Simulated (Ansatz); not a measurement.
**AlBH (quartet): correlated methods under varied settings at distance B1–Al2 = 3.141 Å**

What do other methods and options give for AlBH (quartet) at this geometry, and how long do they take?

Program: Ansatz 0.2.0, Gaussian basis. Level of theory: the settings change from run to run. These are calculated values, not measurements.

26 further runs of the same task are left out: 22 that didn't finish, 4 set aside as unsound or not needed.

## Step 1: The geometry

The geometry derives from a PBE0/def2-TZVP stationary point (not a proven minimum). One bond is set to the value named and the two fragments are kept rigid.

3 atoms, charge 0, spin multiplicity 4.

Atoms are counted from 1 here; the program's logs count them from 0.

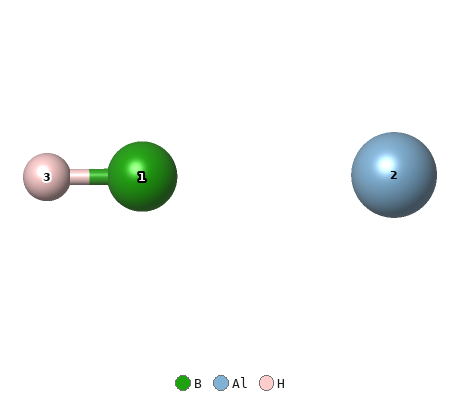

The geometry (boron green, aluminium light blue, hydrogen pink); atoms are numbered from 1 in the order of the file.

As a file:

```xyz
3

B     0.0000    0.0000    0.6520
Al    0.0000    0.0000   -2.4890
H     0.0000    0.0000    1.8371
```

## Step 2: MP2 on UHF/def2-SVP

Contents of in.yaml:

```yaml
crystal:
  periodic: [false, false, false]
  atoms:
    - {symbol: B, position_ang: [0.000000, 0.000000, 0.651967]}
    - {symbol: Al, position_ang: [0.000000, 0.000000, -2.489033]}
    - {symbol: H, position_ang: [0.000000, 0.000000, 1.837067]}
basis:
  gaussian: {orbitals: def2-SVP}
magnetization: {spin_polarized: true, initial_magnetization: 3}
correlation: {method: mp2, electrons: valence}
scf: {lower_state_search: off}
```

Launch:

```console
> ansatz run in.yaml --threads 1 --pin off --events-out ev --progress --plain --max-ram 2393MiB
```

The log of the run:

```text
Functional definition: HF
  name "HF"
  cite "Fock, Z. Phys. 61, 126 (1930) doi:10.1007/BF01340294"
  parent pbe
  exchange = exact_x
  correlation = 0
these checks for a lower state are left out or cut short: stability, starts, cluster_reference, orbital_swaps, neighbouring_geometries, increment
355 factors; integrals over basis functions are off by at most 1.1e-3 eV
mean field evaluation 1: about -7259.4693 eV, gradient 1.1e1 eV
mean field evaluation 2: about -7259.4857 eV, gradient 1.1e1 eV
mean field evaluation 4: about -7261.5213 eV, gradient 2.4e0 eV
mean field evaluation 8: about -7261.6909 eV, gradient 1.6e-1 eV
mean field evaluation 16: about -7261.6920 eV, gradient 4.9e-3 eV
mean field -7262.29062833 eV, -266.8842580336 hartree, gradient 2.7e-6 eV, S^2 3.787195; 0 other end points of the search recorded, 0 dependent functions left out
6 core orbitals not correlated: weight in the atoms' cores, before any rotation towards them, 1.000 or more for the frozen orbitals, at most 0.000 for the correlated occupied ones
reference -7262.29062833 eV, -266.8842580336 hartree; 5, 2 occupied and 26, 29 virtual orbitals, 355 factors
second order -1.98642638 eV of doubles, -0.00000000 eV of singles
Total energy: -7264.27705471 eV, -266.9572578567 hartree
Checks for a lower state left out: stability, starts, cluster_reference, orbital_swaps, neighbouring_geometries, increment
```

Wall time 0.21 s (1 thread of Arm Neoverse V1, shared host).

From the report: ⟨S²⟩ of the determinant 3.787 (pure quartet: 3.75).

## Step 3: CASCI(7,8)/6-31G

Contents of in.yaml:

```yaml
crystal:
  periodic: [false, false, false]
  atoms:
    - {symbol: B, position_ang: [0.000000, 0.000000, 0.651967]}
    - {symbol: Al, position_ang: [0.000000, 0.000000, -2.489033]}
    - {symbol: H, position_ang: [0.000000, 0.000000, 1.837067]}
basis:
  gaussian: {orbitals: 6-31G}
magnetization: {spin_polarized: false, initial_magnetization: 3}
correlation: {active_space: {window: {electrons: 7, orbitals: 8}, fixed_orbitals: true, states: [{multiplicity: 4, weights: [1, 1, 1, 1]}]}}
output: {forces: true}
```

Launched as before.

The log of the run (excerpt; [...] marks lines left out):

```text
Functional definition: HF
  name "HF"
  cite "Fock, Z. Phys. 61, 126 (1930) doi:10.1007/BF01340294"
  parent pbe
[...]
492 factors; integrals over basis functions are off by at most 1.1e-7 eV
[...]
mean field -7264.33700205 eV, -266.9594608808 hartree, gradient 7.8e-6 eV, S^2 3.750000; 18 other end points of the search recorded, 0 dependent functions left out
reference -7264.33700205 eV, -266.9594608808 hartree; 11, 8 occupied and 13, 16 virtual orbitals, 492 factors
state -7264.90937556 eV, -266.9804952195 hartree
state -7264.37906588 eV, -266.9610066980 hartree
state -7264.11922462 eV, -266.9514577080 hartree
state -7264.05868000 eV, -266.9492327342 hartree
[...]
Total energy: -7264.36658652 eV, -266.9605480899 hartree
Atom 0 at     0.000000     0.000000     0.651967 Å, force     0.000000     0.000000    -0.086471 eV/Å
Atom 1 at     0.000000     0.000000    -2.489033 Å, force    -0.000000    -0.000000     0.192949 eV/Å
Atom 2 at     0.000000     0.000000     1.837067 Å, force    -0.000000    -0.000000    -0.106478 eV/Å
Dipole moment:     0.000000     0.000000     0.005249 e Å
```

Run time: 0.84 s. Hardware: 1 thread of Arm Neoverse V1, shared host.

From the report: 400 determinants; active occupations (of the averaged states) 1.99, 1.94, 1.00, 0.60, 0.59, 0.43, 0.42, 0.03.

## Step 4: HF/def2-SVPD

Contents of in.yaml:

```yaml
crystal:
  periodic: [false, false, false]
  atoms:
    - {symbol: B, position_ang: [0.000000, 0.000000, 0.651967]}
    - {symbol: Al, position_ang: [0.000000, 0.000000, -2.489033]}
    - {symbol: H, position_ang: [0.000000, 0.000000, 1.837067]}
basis:
  gaussian: {orbitals: def2-SVPD}
magnetization: {spin_polarized: false, initial_magnetization: 3}
hamiltonian: {xc: hf}
output: {orbitals: {seedname: orbitals}}
```

The command is unchanged.

The log of the run:

```text
Functional definition: HF
  name "HF"
  cite "Fock, Z. Phys. 61, 126 (1930) doi:10.1007/BF01340294"
  parent pbe
  exchange = exact_x
  correlation = 0
558 factors; their error is unknown
mean field evaluation 1: about -7259.6468 eV, gradient 9.5e0 eV
mean field evaluation 2: about -7257.1382 eV, gradient 1.6e1 eV
mean field evaluation 4: about -7261.3799 eV, gradient 2.2e0 eV
mean field evaluation 8: about -7261.4309 eV, gradient 1.6e-1 eV
mean field evaluation 16: about -7261.7954 eV, gradient 1.1e-2 eV
mean field evaluation 32: about -7262.2074 eV, gradient 8.0e-6 eV
mean field evaluation 64: about -7260.6965 eV, gradient 5.8e0 eV
mean field evaluation 96: about -7261.9508 eV, gradient 3.5e-2 eV
mean field evaluation 128: about -7261.9668 eV, gradient 3.4e0 eV
mean field evaluation 160: about -7261.8634 eV, gradient 6.9e-1 eV
mean field -7262.20742522 eV, -266.8812003757 hartree, gradient 8.0e-6 eV, S^2 3.750000; 7 other end points of the search recorded, 0 dependent functions left out
reference -7262.20742522 eV, -266.8812003757 hartree; 11, 8 occupied and 41, 44 virtual orbitals, 558 factors
Total energy: -7262.20742522 eV, -266.8812003757 hartree
```

It took 1.2 s on 1 thread of Arm Neoverse V1, shared host.

## Step 5: CCSD(T)/6-31G

in.yaml, as its differences from that of step 4:

```diff
@@ -7,5 +7,5 @@
 basis:
-  gaussian: {orbitals: def2-SVPD}
+  gaussian: {orbitals: 6-31G, fitting: {mean_field: def2-universal-jkfit}}
 magnetization: {spin_polarized: false, initial_magnetization: 3}
-hamiltonian: {xc: hf}
-output: {orbitals: {seedname: orbitals}}
+hamiltonian: {xc: {name: PBE0}}
+correlation: {method: ccsd_t, electrons: outside_noble_gas}
```

The command is unchanged.

The log of the run (excerpt; [...] marks lines left out):

```text
Functional definition: PBE0
  name "PBE0"
  cite "Adamo & Barone, J. Chem. Phys. 110, 6158 (1999) doi:10.1063/1.478522"
  cite "Perdew, Burke & Ernzerhof, Phys. Rev. Lett. 77, 3865 (1996) doi:10.1103/PhysRevLett.77.3865"
  parent pbe
[...]
221 factors; integrals over basis functions are off by at most 4.9e-2 eV
[...]
mean field -7277.78966277 eV, -267.4538370439 hartree, gradient 2.2e-6 eV, S^2 3.750000; 10 other end points of the search recorded, 0 dependent functions left out
[...]
6 core orbitals not correlated: weight in the atoms' cores, before any rotation towards them, 1.000 or more for the frozen orbitals, at most 0.000 for the correlated occupied ones
reference -7263.59467534 eV, -266.9321808775 hartree; 5, 2 occupied and 13, 16 virtual orbitals, 221 factors
second order -1.79380534 eV of doubles, -0.21854752 eV of singles
cycle   1  -2.24408306 eV  change   -5.2e-1 eV  update   8.6e-2
[...]
cycle  19  -2.68113358 eV  change    2.0e-6 eV  update   2.1e-6
perturbative correction -0.11558215 eV, -0.0042475656 hartree
WARN: the results are in doubt because among natural orbitals full CI differs from the method by -0.083 eV
Total energy: -7266.39139107 eV, -267.0349582847 hartree
In doubt: among natural orbitals full CI differs from the method by -0.083 eV
```

Run time: 3.5 s. Hardware: 1 thread of Arm Neoverse V1, shared host.

From the report: correlation -2.7967 eV; T1 0.029; largest double amplitude 0.28. The orbitals are Kohn-Sham ones, so correlation energy and T1 don't compare with those on Hartree-Fock orbitals. The program marks this result as in doubt; its last lines say why.

## Step 6: BCCD on ROHF/6-31G

Contents of in.yaml:

```yaml
crystal:
  periodic: [false, false, false]
  atoms:
    - {symbol: B, position_ang: [0.000000, 0.000000, 0.651967]}
    - {symbol: Al, position_ang: [0.000000, 0.000000, -2.489033]}
    - {symbol: H, position_ang: [0.000000, 0.000000, 1.837067]}
basis:
  gaussian: {orbitals: 6-31G}
magnetization: {spin_polarized: false, initial_magnetization: 3}
correlation: {method: bccd, electrons: all, diis_vectors: 4}
scf: {lower_state_search: full}
output: {forces: true}
```

The command is unchanged.

The log of the run (excerpt; [...] marks lines left out):

```text
Functional definition: HF
  name "HF"
  cite "Fock, Z. Phys. 61, 126 (1930) doi:10.1007/BF01340294"
  parent pbe
[...]
296 factors; integrals over basis functions are off by at most 2.6e-4 eV
[...]
mean field -7264.33696511 eV, -266.9594595233 hartree, gradient 1.7e-6 eV, S^2 3.750000; 25 other end points of the search recorded, 0 dependent functions left out
[...]
determinant -7264.33696511 eV, -266.9594595233 hartree, with singles and doubles -7266.41377640 eV, -267.0357809304 hartree
determinant -7264.10830877 eV, -266.9510565578 hartree, with singles and doubles -7266.02553754 eV, -267.0215134157 hartree
determinant -7263.59674370 eV, -266.9322568883 hartree, with singles and doubles -7266.42177820 eV, -267.0360749914 hartree
determinant -7263.41208413 eV, -266.9254707741 hartree, with singles and doubles -7265.33085127 eV, -266.9959841662 hartree
[...]
determinant -7264.10830877 eV, -266.9510565578 hartree, with singles and doubles -7266.02608644 eV, -267.0215335874 hartree
determinant -7263.59674370 eV, -266.9322568883 hartree, with singles and doubles -7266.42630381 eV, -267.0362413042 hartree
reference -7263.59674370 eV, -266.9322568883 hartree; 11, 8 occupied and 13, 16 virtual orbitals, 296 factors
second order -1.90598822 eV of doubles, -0.01743253 eV of singles
cycle   1  -2.82126654 eV  change    8.3e-3 eV  update   6.5e-2
[...]
cycle  17  -2.81044313 eV  change    4.5e-7 eV  update   1.3e-6
WARN: these amplitudes may be one of several solutions (largest doubles amplitude 0.31, level shift 0.93 eV)
[...]
Total energy: -7266.40718683 eV, -267.0355387685 hartree
Atom 0 at     0.000000     0.000000     0.651967 Å, force    -0.000000     0.000000    -1.706607 eV/Å
Atom 1 at     0.000000     0.000000    -2.489033 Å, force    -0.000000     0.000000     1.314538 eV/Å
Atom 2 at     0.000000     0.000000     1.837067 Å, force    -0.000000    -0.000000     0.392068 eV/Å
Dipole moment:     0.000000    -0.000000    -0.397624 e Å
```

It took 5.5 s on 1 thread of Arm Neoverse V1, shared host.

From the report: correlation -2.8104 eV; largest double amplitude 0.31. The report flags that the cluster equations may have other roots.

## Step 7: CASCI(7,6)/6-31G

in.yaml, as its differences from that of step 6:

```diff
@@ -9,4 +9,4 @@
 magnetization: {spin_polarized: false, initial_magnetization: 3}
-correlation: {method: bccd, electrons: all, diis_vectors: 4}
-scf: {lower_state_search: full}
+correlation: {active_space: {window: {electrons: 7, orbitals: 6}, fixed_orbitals: true, states: [{multiplicity: 4, weights: [0.5, 1, 1]}, {multiplicity: 6, weights: [1]}], root: 2}}
+scf: {lower_state_search: off}
 output: {forces: true}
```

The command is unchanged.

The log of the run (excerpt; [...] marks lines left out):

```text
Functional definition: HF
  name "HF"
  cite "Fock, Z. Phys. 61, 126 (1930) doi:10.1007/BF01340294"
  parent pbe
[...]
492 factors; integrals over basis functions are off by at most 1.1e-7 eV
[...]
mean field -7264.33700205 eV, -266.9594608808 hartree, gradient 7.8e-6 eV, S^2 3.750000; 0 other end points of the search recorded, 0 dependent functions left out
reference -7264.33700205 eV, -266.9594608808 hartree; 11, 8 occupied and 13, 16 virtual orbitals, 492 factors
state -7264.50056493 eV, -266.9654717059 hartree
state -7264.08190217 eV, -266.9500861333 hartree
state -7262.57119930 eV, -266.8945688268 hartree
state -7261.15035371 eV, -266.8423537142 hartree
[...]
Total energy: -7262.57119930 eV, -266.8945688268 hartree
Atom 0 at     0.000000     0.000000     0.651967 Å, force     0.000000     0.000000    -1.898498 eV/Å
Atom 1 at     0.000000     0.000000    -2.489033 Å, force    -0.000000    -0.000000     1.274593 eV/Å
Atom 2 at     0.000000     0.000000     1.837067 Å, force    -0.000000    -0.000000     0.623905 eV/Å
Dipole moment:     0.000000     0.000000     0.747549 e Å
Checks for a lower state left out: starts, cluster_reference, orbital_swaps, neighbouring_geometries, increment
```

Wall time 0.45 s (1 thread of Arm Neoverse V1, shared host).

From the report: 28 determinants; active occupations (of the averaged states) 2.00, 1.50, 1.18, 0.86, 0.73, 0.72.

## Step 8: MRCISD+Q(9,7)/6-31G

Contents of in.yaml:

```yaml
crystal:
  periodic: [false, false, false]
  atoms:
    - {symbol: B, position_ang: [0.000000, 0.000000, 0.651967]}
    - {symbol: Al, position_ang: [0.000000, 0.000000, -2.489033]}
    - {symbol: H, position_ang: [0.000000, 0.000000, 1.837067]}
basis:
  gaussian: {orbitals: 6-31G, point_charges: [{charge: -1.00, position_ang: [2.738, -0.028, -0.374]}]}
magnetization: {spin_polarized: false, initial_magnetization: 3}
hamiltonian: {pseudopotentials: {relativity: none}}
correlation: {method: fic_mrcisd_q, electrons: all, active_space: {window: {electrons: 9, orbitals: 7}, states: [{multiplicity: 4, weights: [0.5, 0.5, 1]}], root: 0}}
```

Same command.

The log of the run (excerpt; [...] marks lines left out):

```text
Functional definition: HF
  name "HF"
  cite "Fock, Z. Phys. 61, 126 (1930) doi:10.1007/BF01340294"
  parent pbe
[...]
492 factors; integrals over basis functions are off by at most 1.1e-7 eV
[...]
mean field -7264.99732167 eV, -266.9837271792 hartree, gradient 2.9e-6 eV, S^2 3.750000; 14 other end points of the search recorded, 0 dependent functions left out
reference -7264.99732167 eV, -266.9837271792 hartree; 11, 8 occupied and 13, 16 virtual orbitals, 492 factors
state -7265.19206883 eV, -266.9908840055 hartree
state -7265.04610206 eV, -266.9855198254 hartree
state -7263.70683699 eV, -266.9363027422 hartree
contracted CI cycle   1: correlation 0.00000000 eV, 0.0000000000 hartree, residual 8.84e0 eV
contracted CI cycle   2: correlation -1.46718932 eV, -0.0539182130 hartree, residual 2.97e0 eV
contracted CI cycle   3: correlation -1.57505644 eV, -0.0578822566 hartree, residual 7.71e-1 eV
[...]
contracted CI cycle  18: correlation -1.58370365 eV, -0.0582000356 hartree, residual 3.07e-3 eV
contracted CI cycle  19: correlation -1.58370391 eV, -0.0582000452 hartree, residual 1.92e-3 eV
contracted CI cycle  20: correlation -1.58370405 eV, -0.0582000502 hartree, residual 1.70e-3 eV
contracted CI cycle  21: correlation -1.58370417 eV, -0.0582000548 hartree, residual 1.65e-3 eV
contracted CI cycle  22: correlation -1.58370426 eV, -0.0582000582 hartree, residual 1.18e-3 eV
contracted CI cycle  23: correlation -1.58370431 eV, -0.0582000599 hartree, residual 8.16e-4 eV
contracted CI cycle  24: correlation -1.58370433 eV, -0.0582000605 hartree, residual 4.30e-4 eV
contracted CI cycle  25: correlation -1.58370433 eV, -0.0582000606 hartree, residual 1.89e-4 eV
contracted CI cycle  26: correlation -1.58370433 eV, -0.0582000607 hartree, residual 8.37e-5 eV
state -7263.70683699 eV, -266.9363027422 hartree; corrected -7265.99937487 eV, -267.0205519552 hartree
WARN: 1 active orbitals are nearly empty or full. The corrections depend on them more than the energy does, and are more stable in an active space without them
Total energy: -7266.87370426 eV, -267.0526829678 hartree
```

Wall time 6 s (1 thread of Arm Neoverse V1, shared host).

From the report: 245 determinants; active occupations (of the averaged states) 2.00, 2.00, 1.65, 1.30, 0.77, 0.76, 0.53. The report marks this result as in doubt.

## Step 9: CISDT/6-31G

Contents of in.yaml:

```yaml
crystal:
  periodic: [false, false, false]
  atoms:
    - {symbol: B, position_ang: [0.000000, 0.000000, 0.651967]}
    - {symbol: Al, position_ang: [0.000000, 0.000000, -2.489033]}
    - {symbol: H, position_ang: [0.000000, 0.000000, 1.837067]}
basis:
  gaussian: {orbitals: 6-31G}
magnetization: {spin_polarized: false, initial_magnetization: 3}
correlation: {active_space: {ras: {orbitals: [2, 3, 13], electrons: 7, max_holes: 3, max_particles: 3}, fixed_orbitals: true}}
```

Launched as before.

The log of the run (excerpt; [...] marks lines left out):

```text
Functional definition: HF
  name "HF"
  cite "Fock, Z. Phys. 61, 126 (1930) doi:10.1007/BF01340294"
  parent pbe
[...]
296 factors; integrals over basis functions are off by at most 2.6e-4 eV
[...]
mean field -7264.33696511 eV, -266.9594595233 hartree, gradient 1.7e-6 eV, S^2 3.750000; 17 other end points of the search recorded, 0 dependent functions left out
reference -7264.33696511 eV, -266.9594595233 hartree; 11, 8 occupied and 13, 16 virtual orbitals, 296 factors
state -7266.33036814 eV, -267.0327157336 hartree
Total energy: -7266.33036814 eV, -267.0327157336 hartree
```

Wall time 2.5 s (1 thread of Arm Neoverse V1, shared host).

From the report: 23,613 determinants.

## Step 10: BCCD on ROHF/6-31G*

Contents of in.yaml:

```yaml
crystal:
  periodic: [false, false, false]
  atoms:
    - {symbol: B, position_ang: [0.000000, 0.000000, 0.651967]}
    - {symbol: Al, position_ang: [0.000000, 0.000000, -2.489033]}
    - {symbol: H, position_ang: [0.000000, 0.000000, 1.837067]}
basis:
  gaussian: {orbitals: "6-31G*"}
magnetization: {spin_polarized: false, initial_magnetization: 3}
correlation: {method: bccd, electrons: all}
```

Launched as before.

The log of the run (excerpt; [...] marks lines left out):

```text
Functional definition: HF
  name "HF"
  cite "Fock, Z. Phys. 61, 126 (1930) doi:10.1007/BF01340294"
  parent pbe
[...]
336 factors; integrals over basis functions are off by at most 6.3e-4 eV
[...]
mean field -7264.50963828 eV, -266.9658051453 hartree, gradient 2.2e-6 eV, S^2 3.750000; 19 other end points of the search recorded, 0 dependent functions left out
[...]
determinant -7264.50963828 eV, -266.9658051453 hartree, with singles and doubles -7267.61178892 eV, -267.0798070786 hartree
determinant -7264.27670276 eV, -266.9572449230 hartree, with singles and doubles -7267.29670938 eV, -267.0682281190 hartree
determinant -7263.79329039 eV, -266.9394798459 hartree, with singles and doubles -7267.52772535 eV, -267.0767177993 hartree
determinant -7263.59820089 eV, -266.9323104391 hartree, with singles and doubles -7266.62133710 eV, -267.0434086456 hartree
determinant -7263.26126344 eV, -266.9199282163 hartree, with singles and doubles -7265.95045344 eV, -267.0187541257 hartree
determinant -7262.74660735 eV, -266.9010149536 hartree, with singles and doubles -7266.55502518 eV, -267.0409717275 hartree
determinant -7262.05644370 eV, -266.8756519072 hartree, with singles and doubles -7264.91222233 eV, -266.9805998362 hartree
determinant -7264.50963828 eV, -266.9658051453 hartree, with singles and doubles -7267.62914683 eV, -267.0804449701 hartree
determinant -7264.27670276 eV, -266.9572449230 hartree, with singles and doubles -7267.29678161 eV, -267.0682307733 hartree
determinant -7263.79329039 eV, -266.9394798459 hartree, with singles and doubles -7267.52888214 eV, -267.0767603105 hartree
reference -7263.79329039 eV, -266.9394798459 hartree; 11, 8 occupied and 25, 28 virtual orbitals, 336 factors
second order -2.78757669 eV of doubles, -0.01850870 eV of singles
cycle   1  -3.70917368 eV  change    2.6e-2 eV  update   7.5e-2
[...]
cycle  11  -3.70934878 eV  change    1.3e-5 eV  update   1.9e-5
WARN: these amplitudes may be one of several solutions (largest doubles amplitude 0.30, level shift 0.75 eV)
Total energy: -7267.50263917 eV, -267.0757958993 hartree
```

Wall time 9.5 s (1 thread of Arm Neoverse V1, shared host).

From the report: correlation -3.7093 eV; largest double amplitude 0.30. The report flags that the cluster equations may have other roots.

## Step 11: All runs side by side

Where basis and cores are those of an earlier FCI/6-31G run (-7266.5332 eV), and the state is the same kind, the miss against it is given. † marks a result that the program doubts.

| level | correlated | functions | energy (eV) | from FCI (meV) | time |
| --- | --- | --- | --- | --- | --- |
| MP2 on UHF/def2-SVP | valence | 37 | -7264.2771 |  | 0.21 s |
| CASCI(7,8)/6-31G (mean of several states) |  | 24 | -7264.3666 |  | 0.84 s |
| HF/def2-SVPD |  | 52 | -7262.2074 |  | 1.2 s |
| CCSD(T)/6-31G (on PBE0 orbitals) † | outside noble gas | 24 | -7266.3914 | 141.8 | 3.5 s |
| BCCD on ROHF/6-31G † | all | 24 | -7266.4072 |  | 5.5 s |
| CASCI(7,6)/6-31G (excited root 2 of an average) |  | 24 | -7262.5712 |  | 0.45 s |
| MRCISD+Q(9,7)/6-31G (lowest root of an average, beside a point charge) † | all | 24 | -7266.8737 |  | 6 s |
| CISDT/6-31G | outside noble gas | 24 | -7266.3304 | 202.8 | 2.5 s |
| BCCD on ROHF/6-31G* † | all | 36 | -7267.5026 |  | 9.5 s |

## Step 12: What came out

```
quantity                         value
    runs                             9
quickest   MP2 on UHF/def2-SVP, 0.21 s
 slowest  BCCD on ROHF/6-31G* †, 9.5 s
```

Total energies in different bases, with other cores or another treatment of relativity can't be set against each other. BCCD on ROHF/6-31G* † took 45 times as long as MP2 on UHF/def2-SVP; the jobs differ in more than the method. Among the correlated runs with a miss given, it spans +142 to +203 meV. Cores frozen from Kohn-Sham orbitals shift the total energy.
